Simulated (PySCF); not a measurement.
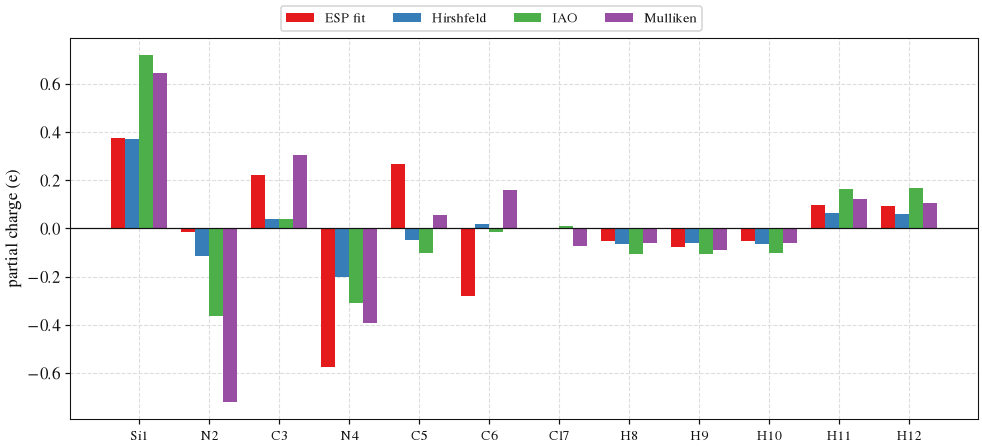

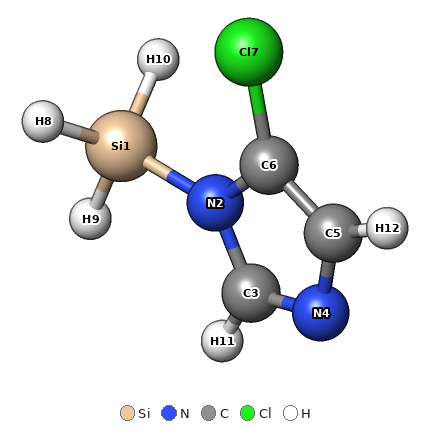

Atomic charges of C₃H₅ClN₂Si, SMILES [SiH3]n1cncc1Cl by 4 schemes, PBE0/pcSseg-1 in PySCF, at a PBE0-D3(BJ)/def2-SVP geometry (no frequency check).

> On which atom do the schemes disagree most?

On N2: ESP fit −0.01, Hirshfeld −0.11, IAO −0.36, Mulliken −0.72 e.

> Which atom is the most negative in each scheme?

ESP fit: N4 (−0.57 e); Hirshfeld: N4 (−0.20 e); IAO: N2 (−0.36 e); Mulliken: N2 (−0.72 e).
